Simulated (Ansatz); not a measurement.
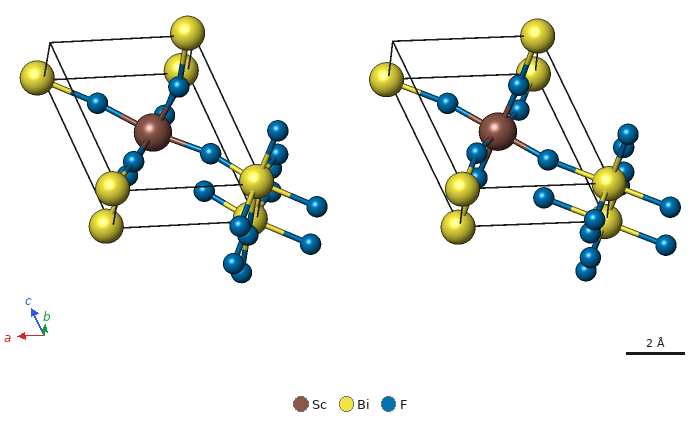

Two geometries of crystalline ScBiF6 (built on the MgZrF6-225 type type), drawn at one scale. One is the start of a relaxation, the other its converged end. The picture is a ball-and-stick view of the cell of the calculation, reduced to other axes, seen from a free direction. Lengths and directions refer to the drawn axes.

These are results of Ansatz 0.2.0, DFT, PBEsol, plane waves, PAW, not measurements. Set-up: plane-wave cutoff 420 eV; k-point mesh 4 × 4 × 4; occupations fermi dirac; smearing width 0.05 eV; no spin polarisation; cell and atoms relaxed; force threshold 0.01 eV/Å; at most 120 steps.

Which geometry has the lower energy?

Answer. The right one is the relaxed one. Case: shaken. After 13 accepted moves (17 points after the start) the energy has fallen by 302 meV per atom. The largest force component goes from 7.4 to 0.0068 eV/Å. Pressure: 8.10 GPa at the start and 0.00 GPa at the end. The line search rejected the trial steps at points 8, 10 of the run. At 2 points the geometry stayed and the basis and grid were re-selected for the new cell (energy shift of 0.7 meV per atom at most each time). The atom that moves furthest relative to the cell is an F atom (0.42 Å roughly along [3 −1 −1]). Largest moves by element: F 0.42 Å, Bi 0.22 Å, Sc 0.13 Å. The volume changes by +1.1 %, with a 5.877 → 5.998 Å (+2.1 %), b 5.958 → 6.016 Å (+1.0 %), c 5.961 → 5.999 Å (+0.6 %), α 60.9° → 60.1°, β 61.8° → 60.2°, γ 61.4° → 60.4°. Among the contacts that change: Bi–F 1.870 → 2.260 Å, F–Sc 1.686 → 2.013 Å, F–Sc 2.309 → 2.013 Å, F–Sc 2.184 → 2.013 Å. Among the angles between lasting bonds that change: F–Bi–F 105.2° → 90.1°, F–Bi–F 165.6° → 180.0°, F–Sc–F 103.8° → 89.9°. The space group (tolerance 0.01 Å) goes from P1 (No. 1) to P-1 (No. 2).
